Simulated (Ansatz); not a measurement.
Input

```
crystal:
  periodic: [false, false, false]
  atoms:
    - { symbol: Mo, position_ang: [0.201799, -0.028806, 0.050779] }
    - { symbol: F, position_ang: [0.867234, -0.099916, 1.731899] }
    - { symbol: F, position_ang: [1.927506, -0.026175, -0.617587] }
    - { symbol: F, position_ang: [0.220841, 1.814084, 0.121904] }
    - { symbol: F, position_ang: [-1.529074, -0.036363, 0.668069] }
    - { symbol: F, position_ang: [0.179781, -1.875298, 0.003515] }
    - { symbol: F, position_ang: [-0.413111, 0.028002, -1.69138] }
    - { symbol: "N", position_ang: [-0.740128, 0.192893, 3.606503] }
    - { symbol: H, position_ang: [-0.636584, -0.740439, 4.065582] }
    - { symbol: H, position_ang: [-0.078263, 0.772018, 4.170715] }
magnetization:
  spin_polarized: true
  initial_magnetization: 1
basis:
  gaussian: { orbitals: def2-SVP }
hamiltonian:
  xc: pbe
relax:
  f_tol: 0.03
  max_steps: 50
output:
  orbitals: {}
```

Launched as:

```sh
ansatz run input.yaml --threads 4 --pin off --max-ram 5120MiB --backend cpu --events-out ev --progress --plain --runs-dir out
```

The fields are those of the run's last geometry, not of the input's.

Core potentials replace the inner electrons of Mo.

The calculation used UKS PBE/def2-SVP (Ansatz).

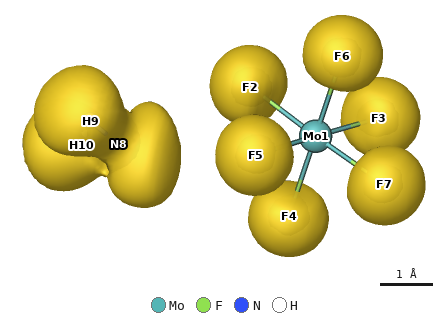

F6Mo···NH2 (doublet). Isosurface of the electron localisation function at 0.75 (yellow), seen from one side. Core shells and regions of very low density are left out.

Question: Where are the electrons localised?

Answer: The surface consists of six regions wrapped around F (the valence shell of each) and one joined region spread over several atoms (H, N), in which their bonds and any lone pairs are merged. Profiles from the grid: Mo1···N8 (3.85 Å): the ELF dips to about 0 between them (a weak contact between the two molecules). Mo–F (1.84 Å): the ELF peaks at about 0.85 in the valence shell of F, 0.5 Å from its nucleus, and drops to about 0.25 between the two atoms.
